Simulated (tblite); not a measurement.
# Run report: Si3NH7Cl2O, geometry relaxation (part 1 of 2)

Si3NH7Cl2O, computed with GFN2-xTB geometry optimisation, gas phase (tblite 0.8.0).

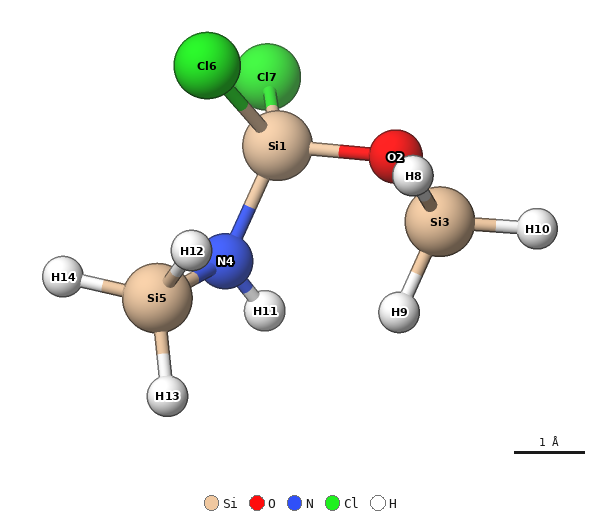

Fig. 1: The structure as given in the input (ball-and-stick view, seen at a tilt; atoms are numbered from 1 in the order of the input). Bond lengths as drawn: Cl–Si 2.13 to 2.14 Å, H–N 1.03 Å, H–Si 1.40 to 1.44 Å, N–Si 1.81 to 1.82 Å and O–Si 1.76 to 1.78 Å.

### Input
```
{"job": {"kind": "relax", "xc": "GFN2-xTB", "basis": "xTB"}, "charge": 0, "multiplicity": 1}
Si     0.538796     0.492168    -0.442494
O     -0.839557     0.580133    -1.536292
Si    -1.343063    -0.678813    -2.694493
N      0.475533    -1.083420     0.468415
Si     1.530976    -2.421828    -0.132717
Cl     2.337352     0.554754    -1.600226
Cl     0.491799     2.139865     0.899921
H     -0.361740    -0.757452    -3.751605
H     -1.374579    -1.944995    -2.038253
H     -2.595859    -0.390884    -3.242005
H     -0.451502    -1.333670     0.840987
H      1.750449    -2.232434    -1.540120
H      0.879856    -3.666933     0.091538
H      2.755225    -2.402925     0.555542
```

The first line tells a small driver script what to run in tblite; the rest is the geometry in Å.

Hardware: 1 CPU thread, shared host.

Run as:
```bash
OMP_NUM_THREADS=1 python <driver script> task.json out
```

### Log
```
step      E/eV     max force
  0    -681.58496    2.780
  1    -681.99117    1.956
  2    -682.40586    1.209
  3    -682.48606    0.996
  4    -682.59736    0.890
  5    -682.62535    0.606
  6    -682.69550    0.441
  7    -682.72246    0.448
  8    -682.75449    0.503
  9    -682.77608    0.371
 10    -682.79138    0.261
 11    -682.80240    0.272
 12    -682.81279    0.269
 13    -682.82649    0.262
 14    -682.83980    0.295
 15    -682.84895    0.255
 16    -682.85423    0.175
 17    -682.85918    0.174
 18    -682.86562    0.193
 19    -682.87211    0.239
 20    -682.87671    0.198
 21    -682.88007    0.130
 22    -682.88357    0.146
 23    -682.88861    0.235
 24    -682.89614    0.294
 25    -682.90433    0.266
 26    -682.91102    0.154
 27    -682.91534    0.128
 28    -682.91851    0.151
 29    -682.92245    0.157
 30    -682.92767    0.184
 31    -682.93275    0.195
 32    -682.93640    0.134
 33    -682.93843    0.093
 34    -682.93939    0.097
 35    -682.94028    0.138
 36    -682.94151    0.127
 37    -682.94382    0.127
 38    -682.94522    0.107
 39    -682.94711    0.089
 40    -682.94833    0.101
 41    -682.94940    0.107
 42    -682.95065    0.098
 43    -682.95218    0.092
 44    -682.95340    0.090
 45    -682.95378    0.102
 46    -682.95434    0.047
 47    -682.95452    0.046
 48    -682.95495    0.047
 49    -682.95552    0.055
 50    -682.95635    0.067
 51    -682.95700    0.046
 52    -682.95735    0.041
 53    -682.95759    0.037
 54    -682.95798    0.045
 55    -682.95858    0.068
 56    -682.95925    0.067
 57    -682.95969    0.047
 58    -682.95987    0.028
 59    -682.95993    0.023
 60    -682.95999    0.025
 61    -682.96008    0.028
 62    -682.96029    0.034
 63    -682.96043    0.030
 64    -682.96056    0.023
 65    -682.96063    0.019
 66    -682.96071    0.023
 67    -682.96084    0.036
 68    -682.96108    0.047
 69    -682.96141    0.045
 70    -682.96172    0.039
 71    -682.96194    0.041
 72    -682.96213    0.037
 73    -682.96242    0.052
 74    -682.96295    0.067
 75    -682.96375    0.090
 76    -682.96389    0.142
 77    -682.96488    0.067
 78    -682.96516    0.045
 79    -682.96544    0.038
 80    -682.96565    0.052
 81    -682.96637    0.078
 82    -682.96719    0.092
 83    -682.96807    0.081
 84    -682.96862    0.051
 85    -682.96896    0.039
 86    -682.96922    0.072
 87    -682.96953    0.056
 88    -682.97009    0.047
 89    -682.97041    0.047
 90    -682.97081    0.043
 91    -682.97114    0.043
 92    -682.97150    0.045
 93    -682.97185    0.056
 94    -682.97219    0.054
 95    -682.97252    0.039
 96    -682.97276    0.045
 97    -682.97288    0.029
 98    -682.97299    0.022
 99    -682.97306    0.025
100    -682.97316    0.022
101    -682.97327    0.022
102    -682.97336    0.020
103    -682.97342    0.016
104    -682.97347    0.022
105    -682.97353    0.024
106    -682.97362    0.021
107    -682.97373    0.029
108    -682.97383    0.034
109    -682.97393    0.035
110    -682.97406    0.030
111    -682.97423    0.040
112    -682.97440    0.046
113    -682.97453    0.035
114    -682.97461    0.017
115    -682.97466    0.014
116    -682.97469    0.019
117    -682.97473    0.022
118    -682.97477    0.019
119    -682.97480    0.016
120    -682.97483    0.014
121    -682.97485    0.016
122    -682.97489    0.023
123    -682.97494    0.026
124    -682.97501    0.023
125    -682.97508    0.022
126    -682.97514    0.019
127    -682.97521    0.022
128    -682.97530    0.030
129    -682.97543    0.052
130    -682.97560    0.058
131    -682.97575    0.051
132    -682.97590    0.034
133    -682.97608    0.043
134    -682.97630    0.048
135    -682.97655    0.049
136    -682.97678    0.070
137    -682.97705    0.043
138    -682.97730    0.051
139    -682.97756    0.046
140    -682.97777    0.058
141    -682.97806    0.032
142    -682.97819    0.044
143    -682.97830    0.034
144    -682.97842    0.023
145    -682.97855    0.027
146    -682.97867    0.033
147    -682.97874    0.024
148    -682.97878    0.016
149    -682.97881    0.015
150    -682.97885    0.021
151    -682.97890    0.029
152    -682.97896    0.024
153    -682.97901    0.017
154    -682.97904    0.014
155    -682.97907    0.019
156    -682.97911    0.023
157    -682.97916    0.019
158    -682.97921    0.024
159    -682.97927    0.026
160    -682.97935    0.034
161    -682.97944    0.038
162    -682.97952    0.030
163    -682.97959    0.026
164    -682.97966    0.022
165    -682.97979    0.041
166    -682.97996    0.051
167    -682.98027    0.082
168    -682.98071    0.103
169    -682.98129    0.097
170    -682.98185    0.058
171    -682.98172    0.090
172    -682.98229    0.050
173    -682.98254    0.032
174    -682.98278    0.034
175    -682.98316    0.049
176    -682.98363    0.042
177    -682.98402    0.049
178    -682.98409    0.084
179    -682.98447    0.032
180    -682.98465    0.033
181    -682.98494    0.030
182    -682.98517    0.041
183    -682.98538    0.045
184    -682.98564    0.040
185    -682.98584    0.028
186    -682.98600    0.037
187    -682.98613    0.051
188    -682.98635    0.038
189    -682.98654    0.035
190    -682.98672    0.047
191    -682.98690    0.042
192    -682.98709    0.034
193    -682.98726    0.036
194    -682.98740    0.022
195    -682.98748    0.021
196    -682.98752    0.021
197    -682.98755    0.030
198    -682.98760    0.017
199    -682.98767    0.016
200    -682.98771    0.017
201    -682.98771    0.017
202    -682.98816    0.014
203    -682.98836    0.032
204    -682.98857    0.021
205    -682.98872    0.021
206    -682.98884    0.017
207    -682.98891    0.027
208    -682.98841    0.078
209    -682.98903    0.020
210    -682.98886    0.059
211    -682.98913    0.009
212    -682.98917    0.021
213    -682.98930    0.045
214    -682.98939    0.040
215    -682.98945    0.007
```

### Trajectory as extended XYZ (Å, eV, eV/Å), 25 frames, from step=0 to step=215
```
14
Properties=species:S:1:pos:R:3:forces:R:3 step=0 energy=-681.58496
Si    0.5388    0.4922   -0.4425   -1.2530  -0.4910  -0.3660
O    -0.8396    0.5801   -1.5363    1.5830  -1.8860   0.2340
Si   -1.3431   -0.6788   -2.6945    1.7710   1.5380   1.4920
N     0.4755   -1.0834    0.4684    0.2470   0.8760  -1.4110
Si    1.5310   -2.4218   -0.1327   -1.3800   1.2060   0.0560
Cl    2.3374    0.5548   -1.6002   -1.4150   0.0950   0.9300
Cl    0.4918    2.1399    0.8999   -0.0470  -1.3200  -1.1410
H    -0.3617   -0.7575   -3.7516    0.3550   0.1580  -0.1750
H    -1.3746   -1.9450   -2.0383   -0.0030  -0.6100   0.5700
H    -2.5959   -0.3909   -3.2420   -1.3130   0.7060  -0.2690
H    -0.4515   -1.3337    0.8410    0.8860   0.2730  -0.3380
H     1.7504   -2.2324   -1.5401    0.0360  -0.0680  -0.5400
H     0.8799   -3.6669    0.0915   -0.5780  -0.6660   0.2130
H     2.7552   -2.4029    0.5555    1.1120   0.1870   0.7470
14
Properties=species:S:1:pos:R:3:forces:R:3 step=9 energy=-682.77608
Si    0.4698    0.4076   -0.5163    0.2430   0.2790  -0.0270
O    -0.7537    0.3845   -1.5727    0.0480   0.1800   0.1260
Si   -1.2772   -0.6994   -2.6856   -0.1320   0.1090   0.0770
N     0.5277   -1.0921    0.3063   -0.0570   0.1590  -0.0090
Si    1.5370   -2.4332   -0.1583   -0.0960   0.0710   0.1060
Cl    2.1928    0.6176   -1.5092    0.0570   0.0230  -0.1000
Cl    0.3513    1.9647    0.7366   -0.2740  -0.0930  -0.0550
H    -0.2742   -0.6768   -3.7397    0.0070  -0.1180  -0.1020
H    -1.3671   -1.9591   -1.9482   -0.0200  -0.1070  -0.1650
H    -2.5771   -0.1598   -3.0683    0.0480   0.0360   0.0340
H    -0.3019   -1.2685    0.8435    0.0380  -0.2130   0.1830
H     1.7508   -2.3016   -1.5933    0.1090  -0.1710  -0.0980
H     0.7540   -3.6203    0.1561   -0.0330  -0.1080   0.0570
H     2.7615   -2.3102    0.6272    0.0620  -0.0480  -0.0260
14
Properties=species:S:1:pos:R:3:forces:R:3 step=18 energy=-682.86562
Si    0.5054    0.4271   -0.5249    0.0550   0.0390  -0.1450
O    -0.7121    0.4070   -1.5843   -0.0190   0.0070  -0.0270
Si   -1.2788   -0.6654   -2.6767   -0.1080  -0.0010   0.0220
N     0.5554   -1.0864    0.2703    0.0520   0.0310   0.0610
Si    1.5327   -2.4564   -0.1574    0.0670  -0.0150   0.0860
Cl    2.2076    0.6655   -1.5453    0.0040   0.0390   0.0840
Cl    0.1230    1.9352    0.7081   -0.0370   0.0990   0.1270
H    -0.2975   -0.7164   -3.7459    0.0540  -0.0060  -0.1850
H    -1.3788   -1.9788   -2.0368   -0.0520   0.0190  -0.0100
H    -2.5526   -0.0402   -2.9836   -0.0770  -0.0060  -0.0720
H    -0.1937   -1.2675    0.9136   -0.0330   0.0260   0.0990
H     1.7994   -2.4456   -1.5879    0.0150  -0.0320  -0.1250
H     0.7202   -3.6068    0.2146   -0.0250  -0.1170   0.0630
H     2.7637   -2.3180    0.6141    0.1050  -0.0840   0.0230
14
Properties=species:S:1:pos:R:3:forces:R:3 step=27 energy=-682.91534
Si    0.4916    0.4426   -0.5418    0.1040  -0.0730   0.0040
O    -0.6760    0.3675   -1.6521    0.0920   0.0550   0.0000
Si   -1.3246   -0.6368   -2.7652   -0.0230   0.0070   0.1170
N     0.6463   -1.0564    0.2819   -0.0360  -0.1010   0.0310
Si    1.5612   -2.4886   -0.1145    0.0410  -0.0400   0.0030
Cl    2.2369    0.7888   -1.4474   -0.0170   0.0600  -0.0200
Cl   -0.0522    1.8914    0.7218   -0.0030  -0.0210  -0.0190
H    -0.3798   -0.7190   -3.8731   -0.0310   0.0270  -0.0640
H    -1.4707   -1.9338   -2.1088   -0.0430  -0.0800  -0.0410
H    -2.5898    0.0398   -3.0093   -0.0160  -0.0030  -0.1000
H    -0.0296   -1.1928    1.0157    0.0290  -0.0090   0.0540
H     1.8019   -2.5846   -1.5523   -0.0520   0.0940  -0.0400
H     0.7402   -3.6196    0.3223   -0.0330   0.0370   0.0470
H     2.8383   -2.4449    0.6008   -0.0130   0.0460   0.0280
14
Properties=species:S:1:pos:R:3:forces:R:3 step=36 energy=-682.94151
Si    0.5152    0.4127   -0.5468    0.0360   0.0010   0.0110
O    -0.5946    0.3192   -1.7113    0.0240  -0.0050   0.0090
Si   -1.3559   -0.6234   -2.8029   -0.0040  -0.0110   0.0200
N     0.6844   -1.0781    0.2892   -0.0190  -0.0070   0.0390
Si    1.5824   -2.5250   -0.0878   -0.0170   0.0130   0.0190
Cl    2.2559    0.9130   -1.3912   -0.0250  -0.0220   0.0030
Cl   -0.1596    1.8169    0.7090    0.0070  -0.0090   0.0210
H    -0.4752   -0.6936   -3.9587    0.0700  -0.0350  -0.1000
H    -1.5564   -1.9272   -2.1778   -0.0180  -0.0570  -0.0110
H    -2.5929    0.0976   -3.0596   -0.0500   0.0550   0.0220
H     0.1199   -1.1563    1.1203    0.0360   0.0220   0.0000
H     1.7603   -2.6073   -1.5370   -0.0220   0.0320   0.0360
H     0.7342   -3.6061    0.4250    0.0440  -0.0010  -0.0240
H     2.8760   -2.4888    0.6078   -0.0640   0.0230  -0.0460
14
Properties=species:S:1:pos:R:3:forces:R:3 step=45 energy=-682.95378
Si    0.5211    0.3868   -0.5457    0.0220   0.0320   0.0390
O    -0.5100    0.2363   -1.7692    0.0020  -0.0060   0.0170
Si   -1.3645   -0.6230   -2.8584   -0.0270  -0.0310  -0.0030
N     0.6983   -1.0771    0.3317    0.0300  -0.0130  -0.0970
Si    1.5669   -2.5320   -0.0674    0.0130  -0.0060   0.0210
Cl    2.2533    0.9782   -1.3449    0.0350  -0.0150   0.0060
Cl   -0.2382    1.7451    0.7144   -0.0330   0.0400  -0.0180
H    -0.5269   -0.7170   -4.0507    0.0090   0.0100  -0.0050
H    -1.6360   -1.9359   -2.2777    0.0060  -0.0250   0.0050
H    -2.5677    0.1815   -3.0282   -0.0190   0.0220  -0.0280
H     0.2607   -1.0806    1.2363   -0.0180  -0.0280   0.0890
H     1.6965   -2.5976   -1.5203   -0.0310   0.0140   0.0050
H     0.7607   -3.6267    0.4763   -0.0130   0.0060  -0.0180
H     2.8795   -2.4842    0.5823    0.0250   0.0010  -0.0140
14
Properties=species:S:1:pos:R:3:forces:R:3 step=54 energy=-682.95798
Si    0.5184    0.3768   -0.5354    0.0110   0.0330   0.0290
O    -0.4734    0.1787   -1.7825    0.0050   0.0050   0.0010
Si   -1.3719   -0.6286   -2.8769    0.0010  -0.0090   0.0060
N     0.7064   -1.0773    0.3561    0.0110   0.0050   0.0290
Si    1.5701   -2.5311   -0.0569   -0.0210  -0.0140  -0.0080
Cl    2.2631    0.9893   -1.2959    0.0110   0.0040  -0.0040
Cl   -0.2981    1.7442    0.6828   -0.0070  -0.0110  -0.0380
H    -0.5530   -0.7157   -4.0831    0.0180   0.0050   0.0020
H    -1.6710   -1.9464   -2.3206   -0.0040  -0.0010   0.0050
H    -2.5467    0.2222   -3.0282   -0.0230  -0.0030  -0.0110
H     0.3405   -1.0521    1.2935    0.0020  -0.0280   0.0130
H     1.6388   -2.5877   -1.5127    0.0150   0.0120  -0.0280
H     0.7676   -3.6294    0.4838    0.0010   0.0030   0.0290
H     2.9029   -2.4892    0.5542   -0.0190  -0.0010  -0.0260
14
Properties=species:S:1:pos:R:3:forces:R:3 step=63 energy=-682.96043
Si    0.5203    0.3720   -0.5217    0.0120   0.0100  -0.0030
O    -0.4441    0.1391   -1.7840    0.0000   0.0090  -0.0110
Si   -1.3667   -0.6312   -2.8834   -0.0290   0.0060  -0.0010
N     0.7175   -1.0723    0.3845    0.0060   0.0040   0.0010
Si    1.5590   -2.5298   -0.0631   -0.0120  -0.0090   0.0090
Cl    2.2710    0.9947   -1.2649   -0.0070   0.0080   0.0060
Cl   -0.3440    1.7504    0.6458   -0.0020  -0.0050   0.0060
H    -0.5512   -0.7132   -4.0918    0.0160   0.0010   0.0000
H    -1.6945   -1.9472   -2.3412    0.0070  -0.0210   0.0110
H    -2.5373    0.2306   -3.0268    0.0190  -0.0040   0.0010
H     0.3830   -1.0441    1.3335    0.0010  -0.0060  -0.0070
H     1.6022   -2.5714   -1.5210   -0.0130  -0.0020  -0.0100
H     0.7708   -3.6262    0.5024   -0.0050   0.0080   0.0050
H     2.9077   -2.4977    0.5098    0.0080   0.0000  -0.0070
14
Properties=species:S:1:pos:R:3:forces:R:3 step=72 energy=-682.96213
Si    0.5208    0.3732   -0.5184    0.0250   0.0140   0.0110
O    -0.3939    0.1073   -1.8097   -0.0140  -0.0140   0.0310
Si   -1.3573   -0.6397   -2.8901   -0.0070   0.0150  -0.0080
N     0.7435   -1.0596    0.4001   -0.0070  -0.0090  -0.0060
Si    1.5457   -2.5335   -0.0640   -0.0110  -0.0140  -0.0090
Cl    2.2651    1.0532   -1.2241    0.0050   0.0150   0.0060
Cl   -0.4117    1.7202    0.6342   -0.0050   0.0010   0.0010
H    -0.5406   -0.7197   -4.0971   -0.0070  -0.0150  -0.0270
H    -1.7131   -1.9546   -2.3601    0.0230   0.0070   0.0200
H    -2.5127    0.2451   -3.0159    0.0130  -0.0080  -0.0040
H     0.4400   -1.0192    1.3590    0.0050   0.0020  -0.0050
H     1.5257   -2.5846   -1.5218   -0.0180  -0.0110  -0.0210
H     0.7594   -3.6065    0.5474    0.0070   0.0010   0.0030
H     2.9228   -2.5281    0.4388   -0.0100   0.0160   0.0090
14
Properties=species:S:1:pos:R:3:forces:R:3 step=81 energy=-682.96637
Si    0.5330    0.3838   -0.5054   -0.0700  -0.0100  -0.0330
O    -0.3017    0.0465   -1.8356    0.0370   0.0050   0.0150
Si   -1.3179   -0.6553   -2.8996   -0.0080   0.0520   0.0330
N     0.7898   -1.0400    0.4174    0.0010  -0.0050  -0.0750
Si    1.5035   -2.5472   -0.0839    0.0060   0.0180   0.0310
Cl    2.2467    1.2035   -1.1338   -0.0060  -0.0090   0.0050
Cl   -0.5394    1.6516    0.6186    0.0070   0.0090  -0.0110
H    -0.5369   -0.7554   -4.1282    0.0180  -0.0060  -0.0100
H    -1.7047   -1.9600   -2.3668    0.0130   0.0070   0.0210
H    -2.4444    0.2701   -3.0035    0.0090  -0.0260  -0.0010
H     0.5630   -0.9721    1.3945    0.0120  -0.0080   0.0480
H     1.3338   -2.6373   -1.5310    0.0070  -0.0110   0.0090
H     0.7469   -3.5699    0.6402    0.0140  -0.0220  -0.0050
H     2.9221   -2.5646    0.2953   -0.0410   0.0060  -0.0270
```
